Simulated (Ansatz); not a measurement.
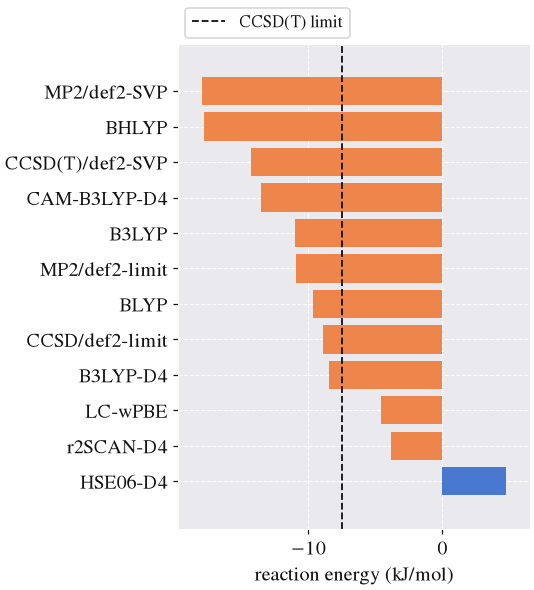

Electronic reaction energy of GeSiNH₇ (N[SiH2][GeH3]) + BH₃O (BO) → BGeH₅O (B[O][GeH3]) + SiNH₅ (N[SiH3]) (SMILES in brackets) at several levels (functionals in def2-TZVPP unless a basis is named), isolated molecules at PBE0-D4 triple-zeta geometries, minima by their frequencies, no zero-point or thermal terms, the Ansatz code. The line is frozen-core CCSD(T) at the basis limit (MP2 extrapolated from triple and quadruple zeta, plus CCSD(T) less MP2 in a smaller set). No dispersion term is added to BHLYP, B3LYP, BLYP and LC-wPBE. The distance of MP2/def2-SVP and CCSD(T)/def2-SVP to the limit includes basis error. The limit lies 5.2 kJ/mol from CCSD(T)/def2-TZVPP, so the line itself is uncertain by a part of that.

> Which level comes closest to the line (CCSD(T) limit), and which misses most?

Closest B3LYP-D4 (−8.4 kJ/mol), against −7.5 kJ/mol; farthest HSE06-D4 (4.8 kJ/mol).

> Give the values.

| level | kJ/mol | less CCSD(T) limit |
| --- | --- | --- |
| MP2/def2-SVP | −18.0 | −10.5 |
| BHLYP | −17.8 | −10.3 |
| CCSD(T)/def2-SVP | −14.3 | −6.8 |
| CAM-B3LYP-D4 | −13.5 | −6.1 |
| B3LYP | −11.0 | −3.5 |
| MP2/def2-limit | −10.9 | −3.5 |
| BLYP | −9.6 | −2.2 |
| CCSD/def2-limit | −8.9 | −1.4 |
| B3LYP-D4 | −8.4 | −1.0 |
| LC-wPBE | −4.6 | 2.9 |
| r2SCAN-D4 | −3.8 | 3.7 |
| HSE06-D4 | 4.8 | 12.3 |
| CCSD(T) limit | −7.5 | 0.0 |

Known limits of this run: no scalar relativity up to krypton; outer-core shells are correlated without core-valence functions, which makes the correlated values less sure.
